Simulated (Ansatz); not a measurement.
Cell of fcc Ir (0 0 1) on zinc-blende ZnS (0 0 1) (film strained to the substrate, started from cuts of the bulks and a machine-learned relaxation; slabs S6Zn5 and Ir12, which can lie off the formulas), relaxed at this level with a, b, gamma of the cell held:

```
CELL_PARAMETERS angstrom
      3.84912     0.00003    -0.02430
     -0.00002     3.84920     0.00192
     -0.81484     0.97698    27.43351
ATOMIC_POSITIONS crystal
  S  0.03196 0.42437 0.13932
  S  0.50542 0.95077 0.04132
  S  0.08280 0.37345 0.33785
  S  0.55739 0.89887 0.23866
  S  0.13381 0.32005 0.53652
  S  0.60812 0.84879 0.43713
  Zn 0.04453 0.91181 0.18848
  Zn 0.51892 0.43939 0.08849
  Zn 0.09527 0.86084 0.38689
  Zn 0.56985 0.38638 0.28768
  Zn 0.62218 0.33679 0.48644
  Ir 0.91477 0.53590 0.67554
  Ir 0.41828 0.03694 0.67537
  Ir 0.40211 0.56153 0.60654
  Ir 0.89471 0.04712 0.60650
  Ir 0.95311 0.49990 0.81787
  Ir 0.45260 0.00003 0.81744
  Ir 0.43596 0.52018 0.74633
  Ir 0.93287 0.01705 0.74622
  Ir 0.98724 0.46524 0.95529
  Ir 0.48875 0.96275 0.95869
  Ir 0.47027 0.48174 0.88860
  Ir 0.97120 0.98198 0.88949
```

All values below come from PBE (plane waves to 420 eV, PAW; Ansatz, a quantum-chemistry and plane-wave program). No spin–orbit coupling; the runs are not spin-polarised. Its k-point mesh 8×8×1, Fermi–Dirac width 0.05 eV.

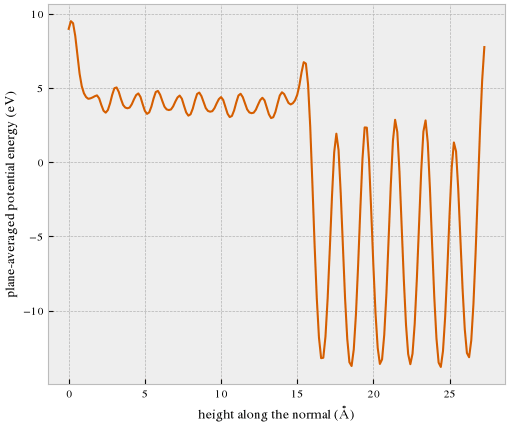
Fig. 1. Smooth (PAW) electrostatic potential energy of an electron, averaged over planes, about its mean

The curve spans 23.3 eV over the stretch drawn.
